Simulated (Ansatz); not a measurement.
## Electronic structure of C₄H₈F₈Si₄ (cyclo-(F2SiCH2)4) in real space

The calculation's input:

```
crystal:
  periodic: [false, false, false]
  atoms:
    - {symbol: Si, position_ang: [-1.644616, -1.089873, -0.765757]}
    - {symbol: F, position_ang: [-3.035155, -1.897066, -0.955324]}
    - {symbol: F, position_ang: [-0.927670, -1.080528, -2.224253]}
    - {symbol: C, position_ang: [-2.038478, 0.660164, -0.284361]}
    - {symbol: Si, position_ang: [-1.100298, 1.418048, 1.121324]}
    - {symbol: F, position_ang: [-1.898011, 2.731254, 1.631461]}
    - {symbol: F, position_ang: [-1.158812, 0.352136, 2.346768]}
    - {symbol: C, position_ang: [0.672372, 1.883495, 0.820641]}
    - {symbol: Si, position_ang: [1.475726, 1.318728, -0.749769]}
    - {symbol: F, position_ang: [0.461668, 1.711986, -1.957388]}
    - {symbol: F, position_ang: [2.818333, 2.190872, -0.990326]}
    - {symbol: C, position_ang: [1.906886, -0.481849, -0.896479]}
    - {symbol: Si, position_ang: [1.269212, -1.646940, 0.394434]}
    - {symbol: F, position_ang: [1.624811, -0.983604, 1.834866]}
    - {symbol: F, position_ang: [2.114919, -3.025186, 0.314996]}
    - {symbol: C, position_ang: [-0.540791, -2.061790, 0.360069]}
    - {symbol: H, position_ang: [-1.927009, 1.287795, -1.186609]}
    - {symbol: H, position_ang: [-3.107286, 0.681330, -0.001228]}
    - {symbol: H, position_ang: [0.717595, 2.988448, 0.821251]}
    - {symbol: H, position_ang: [1.261406, 1.531898, 1.686557]}
    - {symbol: H, position_ang: [1.583433, -0.822230, -1.896437]}
    - {symbol: H, position_ang: [3.010319, -0.549942, -0.868903]}
    - {symbol: H, position_ang: [-0.917839, -1.997453, 1.396450]}
    - {symbol: H, position_ang: [-0.620728, -3.119713, 0.048017]}
basis:
  gaussian: {orbitals: def2-TZVP, fitting: {mean_field: def2-universal-jkfit}, initial_orbitals: start.molden}
hamiltonian: {xc: pbe0, dispersion: d4}
scf: {omitted_lower_state_checks: [starts]}
output: {forces: true, orbitals: {seedname: orbitals}}
```

Launched as:

```sh
ansatz run in.yaml --threads 2 --pin off --events-out ev --progress --plain --max-ram 32768MiB --backend cuda --devices 0, --max-vram 18GiB
```

Geometry: r2SCAN-D4/def2-SVP; not at a stationary point (largest force 1.0 eV/Å).

The calculation used Ansatz 0.2.0, RKS PBE0-D4/def2-TZVP.

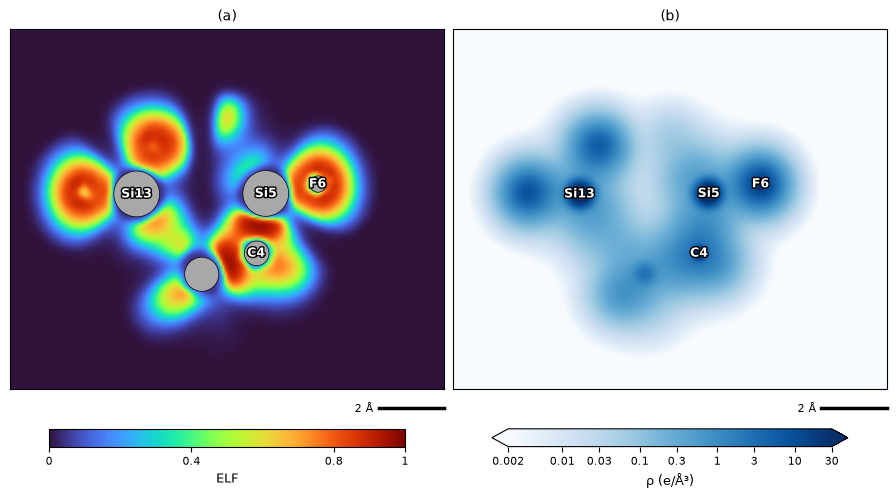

Figure 1. (a) electron localisation function; (b) electron density on the plane of atoms C4, Si5 and F6. Grey discs cover the atomic cores in the ELF map.

Describe what can be read from this map.

Answer.
- Atoms in the plane: C, Si and F.
- Si–F (1.62 Å): ρ is about 1.1 e/Å³ halfway; the ELF peaks at about 0.85 in the valence shell of F, 0.6 Å from its nucleus, and is about 0.55 at the midpoint.
- C–Si (1.85 Å): ρ at the midpoint is about 1 e/Å³; the ELF peaks at about 0.95 between the atoms (a shared electron pair).
- The ELF also peaks beside F15, F6 and F14, away from the bonds: lone-pair regions.

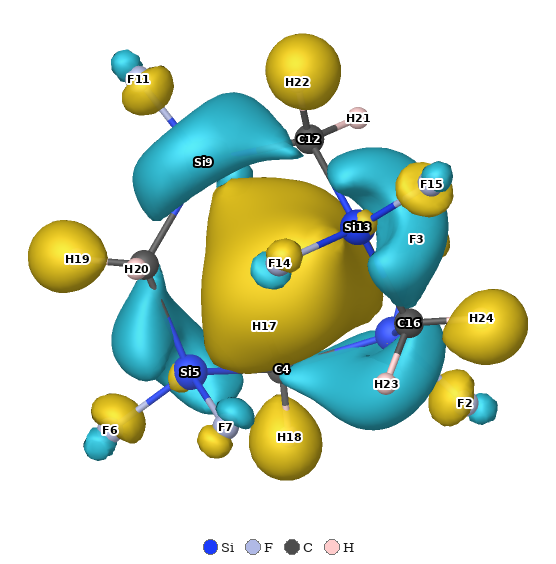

Figure 2. One frontier orbital at ±0.1 Å⁻³ᐟ² (yellow and cyan are the two phases), seen at a tilt.

Which orbital is it: HOMO or LUMO?

Answer. The LUMO, at −0.69 eV. Its weight (Hirshfeld) is mainly on Si1 (about 15 %), Si5 (about 15 %), Si13 (about 15 %) and Si9 (about 15 %).

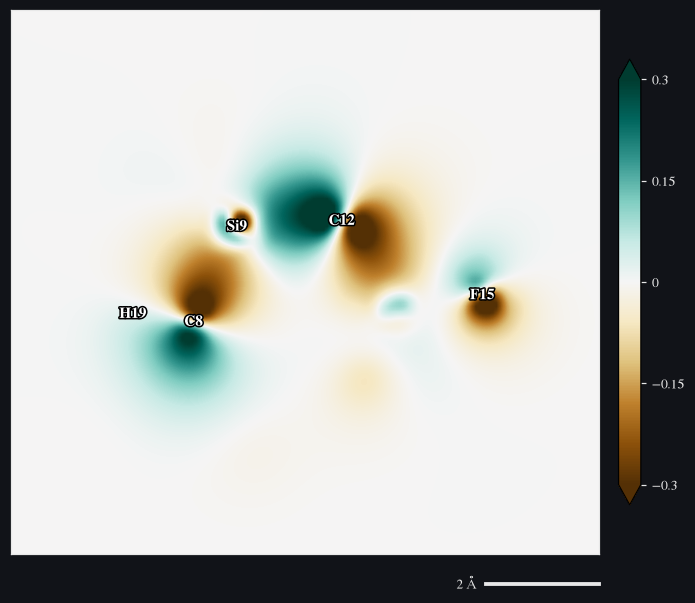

Figure 3. The HOMO on the plane of atoms C8, Si9 and C12 (values in Å⁻³ᐟ²; the overall sign is arbitrary).

Where does this orbital lie, and at what energy?

Answer. By Hirshfeld shares it lies mainly on C4 (about 10 %), C8 (about 10 %), C16 (about 10 %), C12 (about 10 %), Si9 (about 5 %), Si13 (about 5 %), Si5 (about 5 %) and Si1 (about 5 %). Its energy is −9.54 eV.
